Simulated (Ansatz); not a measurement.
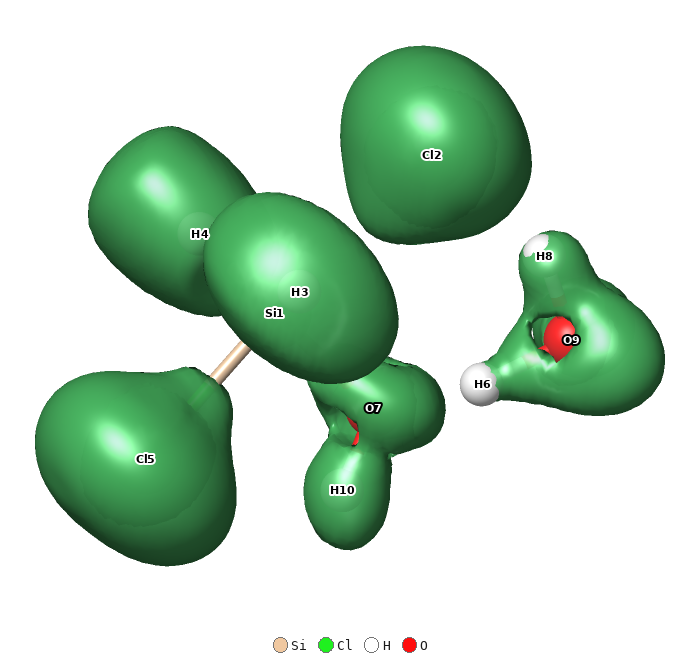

*ClH3OSi···Cl···H3O. Isosurface of the ELF at 0.8 (green), seen at a tilt. Only the valence region is drawn (cores and ρ < 0.01 e/Å³ removed).*

A transition-state structure; geometry: PBE0-D4/def2-TZVP.

Computed with RKS PBE0-D4/def2-TZVPP in Ansatz 0.2.0.

Input file:

```
crystal:
  periodic: [false, false, false]
  atoms:
    - {symbol: Si, position_ang: [-0.259836, 1.324252, -0.416784]}
    - {symbol: Cl, position_ang: [-0.755508, -0.685877, -1.772664]}
    - {symbol: H, position_ang: [0.643008, 1.658124, -1.522447]}
    - {symbol: H, position_ang: [-1.713184, 1.514552, -0.443125]}
    - {symbol: Cl, position_ang: [0.228519, 2.993505, 0.859901]}
    - {symbol: H, position_ang: [0.462259, -1.053969, 0.642851]}
    - {symbol: O, position_ang: [0.339088, 0.209334, 0.760500]}
    - {symbol: H, position_ang: [0.021126, -1.863625, -0.641329]}
    - {symbol: O, position_ang: [0.469366, -2.122176, 0.268708]}
    - {symbol: H, position_ang: [0.724213, 0.689842, 1.503564]}
    - {symbol: H, position_ang: [-0.159051, -2.663961, 0.760727]}
basis:
  gaussian: {orbitals: def2-TZVPP}
hamiltonian: {xc: pbe0, dispersion: d4}
output: {orbitals: {seedname: orbitals}}
```

Launched as:

```sh
ansatz run in.yaml --threads 8 --pin off --events-out ev --progress --plain --max-ram 19148MiB
```

Identify the bonds, lone pairs and shells in this picture.

The surface consists of two regions around hydrogen nuclei, one region on Cl in which the atom's valence shell and bonds are merged, one region wrapped around Cl (its valence shell) and two joined regions spread over several atoms (H, O), in which their bonds and any lone pairs are merged. Along the contacts the grid gives the following. O7···H6 (1.27 Å): the ELF peaks at about 0.90 between the atoms. Si–O (1.73 Å): the ELF peaks at about 0.90 between the atoms, as expected for a polar covalent bond.
